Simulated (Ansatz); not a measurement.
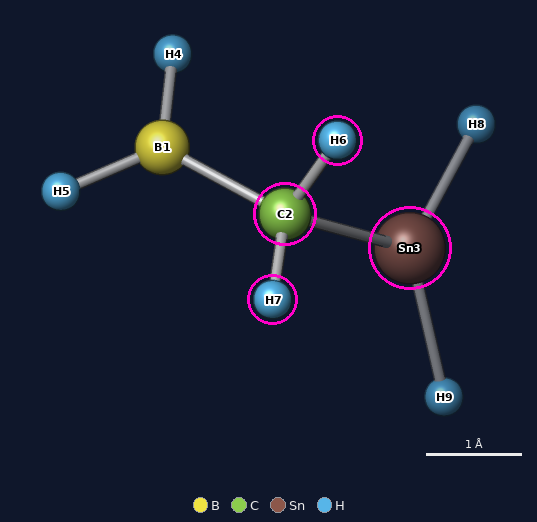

A scan of CH₆BSn (charge +1): the C2–Sn3 distance and the H7–C2–H6 angle are varied on a grid, with the rest of the molecule carried along rigidly. The picture shows the minimum geometry. The ringed atoms are those of the scanned coordinate. The picture is a ball-and-stick view, seen at a tilt.

Computed with Ansatz: CCSD(T), basis def2-TZVPP, on geometries moved rigidly from the minimum at PBE0-D4/def2-TZVP. Coupled cluster with a frozen core. Elements past krypton carry the basis set's effective core potentials. Energies are counted from the PBE0-D4/def2-TZVP minimum geometry at the same level.

```xyz
9

B    -0.6351    0.4449   -1.2743
C     0.4638    0.6239   -0.1676
Sn    0.1841   -0.8227    1.3177
H    -0.7903   -0.6300   -1.7733
H    -1.3102    1.3712   -1.5896
H     1.4084    0.2774   -0.6226
H     0.5773    1.6118    0.2745
H     0.4056   -2.4588    0.9481
H    -0.3036   -0.4178    2.8872
```

Predict the energy profile on a grid with rows 1.841, 1.947, 2.102, 2.283, 2.483, 2.699, 2.929 and columns 93.3, 99.3, 105.3, 111.3, 117.3, 123.3, 129.3 (C2–Sn3 distance (Å); H7–C2–H6 angle (°)).

Rows: C2–Sn3 distance (Å); columns: H7–C2–H6 angle (°); values in kJ/mol.

```csv
,93.3,99.3,105.3,111.3,117.3,123.3,129.3
1.841,92.0,79.6,72.7,71.1,75.0,84.5,99.4
1.947,42.2,29.4,22.0,20.0,23.3,32.0,46.1
2.102,24.0,10.8,2.8,0.1,2.6,10.4,23.4
2.283,46.8,32.9,24.3,20.9,22.6,29.4,41.3
2.483,94.4,80.0,70.7,66.5,67.4,73.2,84.0
2.699,151.4,136.5,126.6,121.8,121.9,126.8,136.5
2.929,207.6,192.2,182.0,176.6,176.1,180.3,189.1
```

In pairs of (C2–Sn3 distance (Å); H7–C2–H6 angle (°)): the lowest computed point lies at (2.102, 111.3) (0.1 kJ/mol), the highest at (2.929, 93.3) (207.6 kJ/mol).  Over the ranges scanned the energy rises more along the first axis, the C2–Sn3 distance. At 14 of the 50 structures the mean-field solution behind CCSD(T) isn't stable (a lower one of broken symmetry exists), so those energies are less reliable.

As a map, interpolated between the computed points (dots):

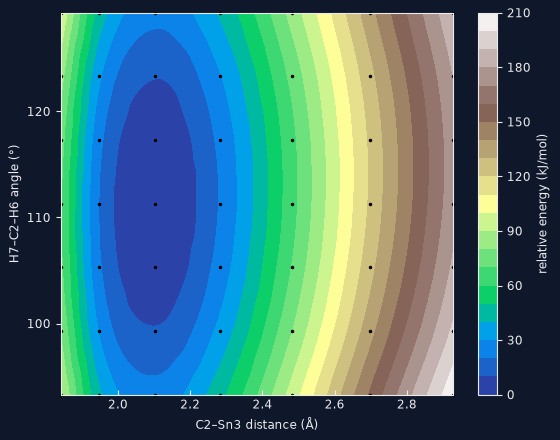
